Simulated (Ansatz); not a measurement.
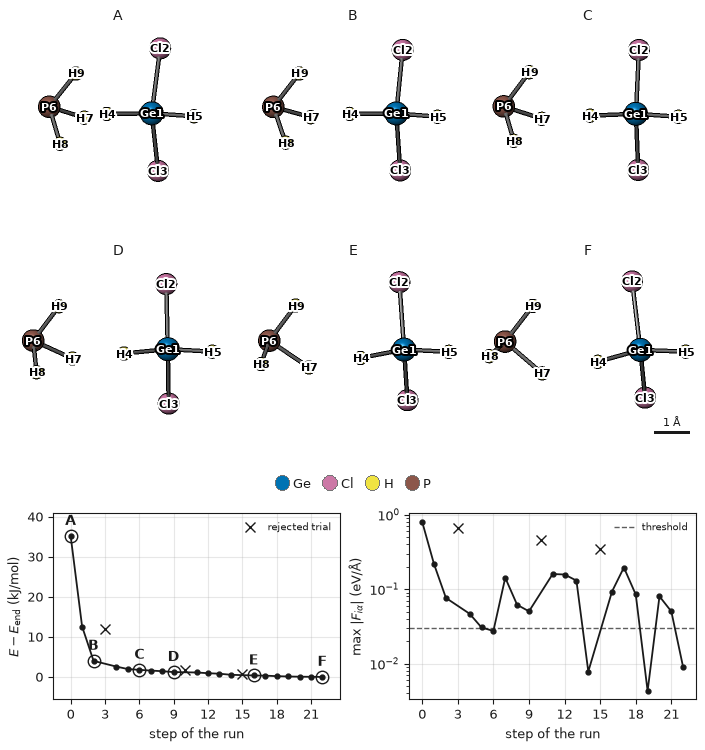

Frames of a relaxation of GePH5Cl2, marked on the history of the run. The picture is a ball-and-stick view, seen at a tilt.

The run prepares an end point of a later path (reaction) calculation, from a guessed geometry.

Computed with RKS B3LYP/def2-SVP in Ansatz 0.2.0.

The input:
```yaml
crystal:
  periodic: [false, false, false]
  atoms:
    - { symbol: Ge, position_ang: [0.02327, -0.127501, 0.042448] }
    - { symbol: Cl, position_ang: [-0.040517, -0.484174, 2.2171] }
    - { symbol: Cl, position_ang: [2.022722, -0.448945, -0.731594] }
    - { symbol: H, position_ang: [-0.511861, 1.261655, -0.295721] }
    - { symbol: H, position_ang: [-0.824056, -1.260624, -0.559975] }
    - { symbol: P, position_ang: [1.719828, 2.675878, 1.271139] }
    - { symbol: H, position_ang: [2.593622, 1.560772, 1.42004] }
    - { symbol: H, position_ang: [1.504, 2.448017, -0.11501] }
    - { symbol: H, position_ang: [0.577192, 1.966222, 1.727473] }
basis:
  gaussian: { orbitals: def2-SVP }
hamiltonian:
  xc: b3lyp
relax:
  f_tol: 0.03
  max_steps: 50
output:
  orbitals: {}
```

Launched with:
```bash
ansatz run input.yaml --threads 4 --pin off --max-ram 5120MiB --backend cpu --events-out ev --progress --plain --runs-dir out
```

> What happens along the run?

H8 moves most after the best rigid fit: 1.38 Å. Largest moves by element: H 1.38 Å, P 0.77 Å, Ge 0.62 Å, Cl 0.59 Å. Some distances before and after: Ge1–P6 3.500 → 4.815 Å, Ge1–Cl2 2.205 → 2.170 Å, Ge1–H4 1.527 → 1.533 Å, P6–H7 1.424 → 1.430 Å. Bond angles that change, for instance: Cl3–Ge1–H4 112.3° → 108.1°, Cl2–Ge1–H5 104.6° → 108.1°, H8–P6–H9 96.4° → 93.2°. Over 19 accepted moves (22 points after the start) the energy falls by 35.2 kJ/mol. Largest force component: 0.8 eV/Å at the start, 0.0089 eV/Å at the end. The line search rejected the trial steps at points 3, 10, 15 of the run. The forces were under the threshold at step 6, but the run went on from there. From step 0 to 2: P and H atoms move most (0.38 Å), energy −31.2 kJ/mol. From step 2 to 6: H atoms move most (0.22 Å), energy −2.25 kJ/mol. From step 6 to 9: H8 moves most (0.24 Å), energy −0.55 kJ/mol. From step 9 to 16: H8 moves most (0.38 Å), energy −0.85 kJ/mol. From step 16 to 22: H8 moves most (0.29 Å), energy −0.36 kJ/mol.

| step | E − E(0), kJ/mol | largest force component, eV/Å | note |
| --- | --- | --- | --- |
| 0 | 0.00 | 0.8008 |  |
| 1 | -22.60 | 0.2164 |  |
| 2 | -31.18 | 0.0764 |  |
| 3 | -23.29 | 0.6667 | rejected |
| 4 | -32.61 | 0.0468 |  |
| 5 | -33.23 | 0.0307 |  |
| 6 | -33.43 | 0.0275 |  |
| 7 | -33.60 | 0.1426 |  |
| 8 | -33.76 | 0.0618 |  |
| 9 | -33.97 | 0.0505 |  |
| 10 | -33.50 | 0.4607 | rejected |
| 11 | -34.08 | 0.1599 |  |
| 12 | -34.26 | 0.1576 |  |
| 13 | -34.39 | 0.1306 |  |
| 14 | -34.65 | 0.0079 |  |
| 15 | -34.57 | 0.3487 | rejected |
| 16 | -34.83 | 0.0932 |  |
| 17 | -34.87 | 0.1956 |  |
| 18 | -34.99 | 0.0849 |  |
| 19 | -35.08 | 0.0043 |  |
| 20 | -35.13 | 0.0802 |  |
| 21 | -35.16 | 0.0503 |  |
| 22 | -35.19 | 0.0089 |  |

Limits of the set-up: the start holds two separate molecules, 2.3 Å apart at their closest, whose relative position is a soft coordinate and is computed without a dispersion correction.
